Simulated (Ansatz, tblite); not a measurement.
# Al5N4 zinc blende off sphere (Al5N4H16−): removing an electron

What does removing an electron cost or gain for Al5N4 zinc blende off sphere (Al5N4H16−)? Each charged state is run at several levels.

Program: Ansatz 0.2.0, Gaussian basis. Level of theory: as each input shows. These are calculated values, not measurements.

Levels to be run: charge 0 doublet, at the geometry of the singlet (PBE0-D4/def2-TZVP, PBE-D4/def2-TZVP, BLYP-D4/def2-TZVP); the starting singlet's energies come from earlier runs.

### Step 1. The geometry

The singlet was relaxed beforehand with PBE-D4/def2-SVP.

25 atoms, charge -1, spin multiplicity 1.

Atoms are counted from 1 here; the program's logs count them from 0.

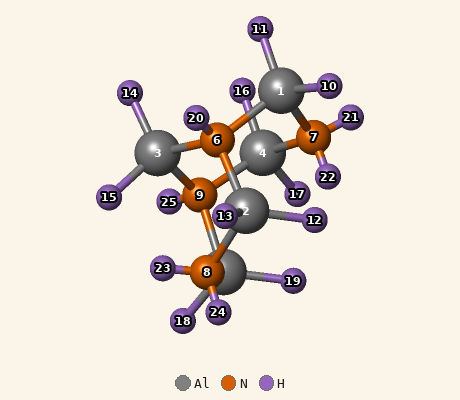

The structure; aluminium grey, nitrogen orange, hydrogen purple; atoms are numbered from 1 in the order of the file.

Coordinates:

```tsv
atom	x (Å)	y (Å)	z (Å)
Al1	0.0942	-2.4549	0.0536
Al2	0.5927	-0.2020	-2.1390
Al3	-1.9308	0.1279	-0.1233
Al4	0.1349	-0.0590	2.4315
Al5	0.5437	2.1993	0.1919
N6	-0.7343	-1.0953	-1.0519
N7	1.1342	-1.3190	1.2879
N8	0.3159	1.7079	-1.7110
N9	-0.7254	1.0511	1.0956
H10	1.1213	-3.3566	-0.8282
H11	-0.9715	-3.2986	0.9303
H12	2.0954	-0.5147	-1.6136
H13	0.2937	-0.4225	-3.7198
H14	-3.1182	-0.6447	0.6569
H15	-2.4803	1.2226	-1.2213
H16	-0.9225	-0.9222	3.3007
H17	1.1931	0.8075	3.3105
H18	0.1241	3.7593	0.3689
H19	2.0768	1.7977	0.5289
H20	-1.3417	-1.6027	-1.7186
H21	1.6995	-1.9295	1.8973
H22	1.8313	-0.7935	0.7290
H23	-0.6431	1.9706	-1.9999
H24	0.9568	2.2782	-2.2827
H25	-1.3399	1.6931	1.6263
```

The ion is computed in the gas phase, without counter-ions or solvent.

### Step 2. Charge 0 doublet at the fixed geometry, PBE0-D4/def2-TZVP

in.yaml

```yaml
crystal:
  periodic: [false, false, false]
  atoms:
    - {symbol: Al, position_ang: [0.094200, -2.454886, 0.053567]}
    - {symbol: Al, position_ang: [0.592736, -0.201988, -2.138960]}
    - {symbol: Al, position_ang: [-1.930760, 0.127860, -0.123288]}
    - {symbol: Al, position_ang: [0.134905, -0.059021, 2.431545]}
    - {symbol: Al, position_ang: [0.543720, 2.199315, 0.191871]}
    - {symbol: N, position_ang: [-0.734336, -1.095346, -1.051929]}
    - {symbol: N, position_ang: [1.134238, -1.319041, 1.287882]}
    - {symbol: N, position_ang: [0.315906, 1.707850, -1.710991]}
    - {symbol: N, position_ang: [-0.725448, 1.051147, 1.095591]}
    - {symbol: H, position_ang: [1.121277, -3.356648, -0.828203]}
    - {symbol: H, position_ang: [-0.971509, -3.298550, 0.930329]}
    - {symbol: H, position_ang: [2.095434, -0.514669, -1.613552]}
    - {symbol: H, position_ang: [0.293675, -0.422489, -3.719785]}
    - {symbol: H, position_ang: [-3.118213, -0.644719, 0.656865]}
    - {symbol: H, position_ang: [-2.480302, 1.222571, -1.221327]}
    - {symbol: H, position_ang: [-0.922491, -0.922189, 3.300714]}
    - {symbol: H, position_ang: [1.193102, 0.807509, 3.310546]}
    - {symbol: H, position_ang: [0.124129, 3.759331, 0.368919]}
    - {symbol: H, position_ang: [2.076796, 1.797719, 0.528883]}
    - {symbol: H, position_ang: [-1.341681, -1.602659, -1.718556]}
    - {symbol: H, position_ang: [1.699481, -1.929501, 1.897273]}
    - {symbol: H, position_ang: [1.831309, -0.793511, 0.728961]}
    - {symbol: H, position_ang: [-0.643103, 1.970623, -1.999915]}
    - {symbol: H, position_ang: [0.956835, 2.278229, -2.282733]}
    - {symbol: H, position_ang: [-1.339901, 1.693076, 1.626313]}
basis:
  gaussian: {orbitals: def2-TZVP, fitting: {mean_field: def2-universal-jkfit}}
magnetization: {spin_polarized: true, initial_magnetization: 1}
hamiltonian: {xc: pbe0, dispersion: d4}
scf: {omitted_lower_state_checks: [starts]}
output: {orbitals: {seedname: orbitals}}
```

Launch:

```bash
ansatz run in.yaml --threads 2 --pin off --events-out ev --progress --plain --max-ram 32768MiB --backend cuda --devices 0, --max-vram 18GiB
```

Output:

```text
Functional definition: PBE0
  name "PBE0"
  cite "Adamo & Barone, J. Chem. Phys. 110, 6158 (1999) doi:10.1063/1.478522"
  cite "Perdew, Burke & Ernzerhof, Phys. Rev. Lett. 77, 3865 (1996) doi:10.1103/PhysRevLett.77.3865"
  parent pbe
  parameter a = 0.25
  parameter kappa = 0.804
  parameter beta = 0.06672455060314922
  exchange = (1 - a)*pbe_x(kappa = kappa, mu = beta*pi^2/3) + a*exact_x
  correlation = pbe_c(beta = beta)
these checks for a lower state are left out or cut short: starts
1236 factors; integrals over basis functions are off by at most 6.8e-1 eV
mean field evaluation 1: about -39169.6378 eV, gradient 7.8e1 eV
mean field evaluation 2: about -39116.4246 eV, gradient 1.2e2 eV
mean field evaluation 4: about -39191.4447 eV, gradient 1.0e1 eV
mean field evaluation 8: about -39192.0519 eV, gradient 3.7e-1 eV
mean field evaluation 16: about -39192.0509 eV, gradient 1.3e-1 eV
mean field -39192.06551800 eV, -1440.2818424503 hartree, gradient 1.9e-5 eV, S^2 0.755925; 0 other end points of the search recorded, 0 dependent functions left out
reference -39192.06557796 eV, -1440.2818446537 hartree; 55, 54 occupied and 350, 351 virtual orbitals, 1236 factors
Total energy: -39192.92195340 eV, -1440.3133158707 hartree
Checks for a lower state left out: starts
```

Run time: 11 s. Hardware: 1 × H100 (card shared with other runs) with 2 threads of AMD EPYC 7R13, shared host; peak host memory 0.94 GiB.

Report: HOMO -7.57 eV, LUMO -6.75 eV (over both spins); ⟨S²⟩ 0.756 (pure: 0.75).

### Step 3. Charge 0 doublet at the fixed geometry, PBE-D4/def2-TZVP

start.molden holds the orbitals of an earlier run on this state, given as this run's starting guess.

Edit in.yaml of step 2 so:

```diff
@@ -29,5 +29,5 @@
 basis:
-  gaussian: {orbitals: def2-TZVP, fitting: {mean_field: def2-universal-jkfit}}
+  gaussian: {orbitals: def2-TZVP, fitting: {mean_field: def2-universal-jkfit}, initial_orbitals: start.molden}
 magnetization: {spin_polarized: true, initial_magnetization: 1}
-hamiltonian: {xc: pbe0, dispersion: d4}
+hamiltonian: {xc: pbe, dispersion: d4}
 scf: {omitted_lower_state_checks: [starts]}
```

Same command.

Output:

```text
Functional definition: PBE
  name "PBE"
  cite "Perdew, Burke & Ernzerhof, Phys. Rev. Lett. 77, 3865 (1996) doi:10.1103/PhysRevLett.77.3865"
  parent pbe
  parameter kappa = 0.804
  parameter beta = 0.06672455060314922
  exchange = pbe_x(kappa = kappa, mu = beta*pi^2/3)
  correlation = pbe_c(beta = beta)
these checks for a lower state are left out or cut short: starts
1236 factors; integrals over basis functions are off by at most 6.8e-1 eV
mean field evaluation 1: about -39188.3638 eV, gradient 1.2e1 eV
mean field evaluation 2: about -39188.5985 eV, gradient 2.9e-1 eV
mean field evaluation 4: about -39188.5960 eV, gradient 7.3e-3 eV
mean field -39188.59604469 eV, -1440.1543416578 hartree, gradient 2.5e-5 eV, S^2 0.751932; 0 other end points of the search recorded, 0 dependent functions left out
reference -39188.59612535 eV, -1440.1543446222 hartree; 55, 54 occupied and 350, 351 virtual orbitals, 1236 factors
Total energy: -39189.57490191 eV, -1440.1903139971 hartree
Checks for a lower state left out: starts
```

Run time: 8.5 s. Hardware: 1 × H100 (card shared with other runs) with 2 threads of AMD EPYC 7R13, shared host; peak host memory 0.91 GiB.

Report: HOMO -6.55 eV, LUMO -6.58 eV (over both spins; with the spin held, an empty level of the minority spin lies below the top filled one); ⟨S²⟩ 0.752 (pure: 0.75).

### Step 4. Charge 0 doublet at the fixed geometry, BLYP-D4/def2-TZVP

Edit in.yaml of step 3 so:

```diff
@@ -31,3 +31,3 @@
 magnetization: {spin_polarized: true, initial_magnetization: 1}
-hamiltonian: {xc: pbe, dispersion: d4}
+hamiltonian: {xc: {name: BLYP}, dispersion: d4}
 scf: {omitted_lower_state_checks: [starts]}
```

Launched as before.

Output:

```text
Functional definition: BLYP
  name "BLYP"
  cite "Becke, Phys. Rev. A 38, 3098 (1988) doi:10.1103/PhysRevA.38.3098"
  cite "Lee, Yang & Parr, Phys. Rev. B 37, 785 (1988) doi:10.1103/PhysRevB.37.785"
  parameter beta = 0.0042
  parameter a = 0.04918
  parameter b = 0.132
  parameter c = 0.2533
  parameter d = 0.349
  exchange = b88_x(beta = beta)
  correlation = lyp_c(a = a, b = b, c = c, d = d)
these checks for a lower state are left out or cut short: starts
1236 factors; integrals over basis functions are off by at most 6.8e-1 eV
mean field evaluation 1: about -39212.3408 eV, gradient 1.8e1 eV
mean field evaluation 2: about -39212.8668 eV, gradient 4.8e-1 eV
mean field evaluation 4: about -39212.8711 eV, gradient 9.8e-3 eV
mean field evaluation 8: about -39212.8711 eV, gradient 4.9e-5 eV
mean field -39212.87106437 eV, -1441.0464321769 hartree, gradient 8.9e-6 eV, S^2 0.752472; 0 other end points of the search recorded, 0 dependent functions left out
reference -39212.87168417 eV, -1441.0464549543 hartree; 55, 54 occupied and 350, 351 virtual orbitals, 1236 factors
Total energy: -39214.89380167 eV, -1441.1207664016 hartree
Checks for a lower state left out: starts
```

Run time: 4.4 s. Hardware: 1 × H100 (card shared with other runs) with 2 threads of AMD EPYC 7R13, shared host; peak host memory 0.95 GiB.

Report: HOMO -6.46 eV, LUMO -6.50 eV (over both spins; with the spin held, an empty level of the minority spin lies below the top filled one); ⟨S²⟩ 0.752 (pure: 0.75).

### Step 5. Vertical ionisation energy

Charged state less starting state, singlet to doublet; the starting state's energies are those of its earlier runs.

```tsv
level	vertical ionisation energy (eV)	time
PBE-D4/def2-TZVP	+4.75	17 s
BLYP-D4/def2-TZVP	+4.74	15 s
PBE0-D4/def2-TZVP	+5.43	22 s
```

Times add the two runs; a level without a time comes out of a correlated run.

Beside −ε(HOMO) of the starting state:

```tsv
level	−ε(HOMO) (eV)	by difference (eV)	mismatch (eV)
PBE-D4/def2-TZVP	2.71	4.75	-2.04
BLYP-D4/def2-TZVP	2.63	4.74	-2.11
PBE0-D4/def2-TZVP	3.94	5.43	-1.49
```

### Step 6. Outcome

| quantity | value |
| --- | --- |
| vertical ionisation energy, functionals in def2-TZVP | 4.74 (BLYP-D4) to 5.43 eV (PBE0-D4) |

**Reading.** The vertical ionisation energy spans 4.74 to 5.43 eV over the functionals. −ε(HOMO) misses the level's own difference by -1.49 eV at best (PBE0-D4) and -2.11 eV at worst (BLYP-D4).
